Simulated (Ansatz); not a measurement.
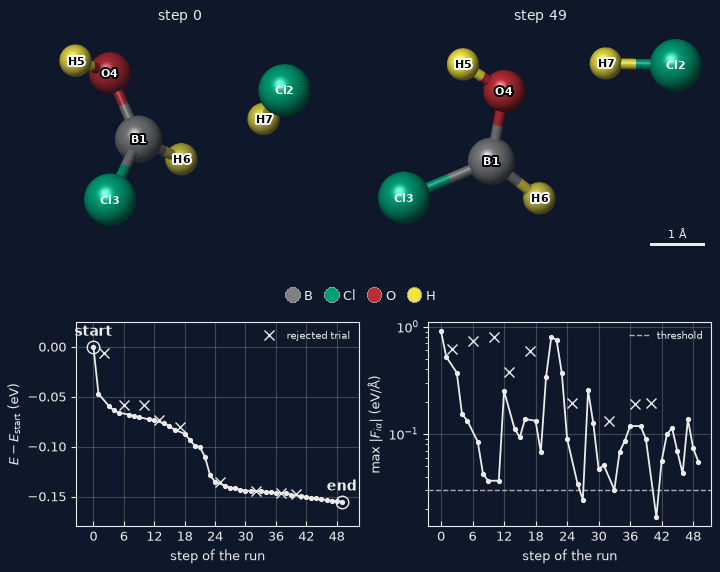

First and last geometry of a relaxation of BH3OCl2, with the history of the run. The picture is a ball-and-stick view, seen face on.

The run prepares an end point of a later path (reaction) calculation, from a guessed geometry.

The calculation used RKS B3LYP-D4/def2-SVP (Ansatz). Set-up: no spin polarisation; force threshold 0.03 eV/Å; at most 50 steps.

> Did the run converge, and what did it change?

The relaxation stopped without meeting its thresholds, so the last structure isn't shown to be converged. It used up its limit of 50 steps. The energy falls by 0.155 eV in 40 accepted moves (49 points after the start). Largest force component: 0.9 eV/Å at the start, 0.055 eV/Å at the end. The line search rejected the trial steps at points 2, 6, 10, 13, 17, 25, 32, 37 and more of the run. The forces were under the threshold at step 27, but the run went on from there. Cl3 moves most after the best rigid fit: 1.53 Å. Largest moves by element: Cl 1.53 Å, H 1.16 Å, O 0.88 Å, B 0.44 Å. Some distances before and after: Cl2–H7 1.333 → 1.298 Å, B1–O4 1.339 → 1.350 Å. The run took 110 s on 1 thread of Arm Neoverse V2 (shared host), peak memory 0.15 GiB.
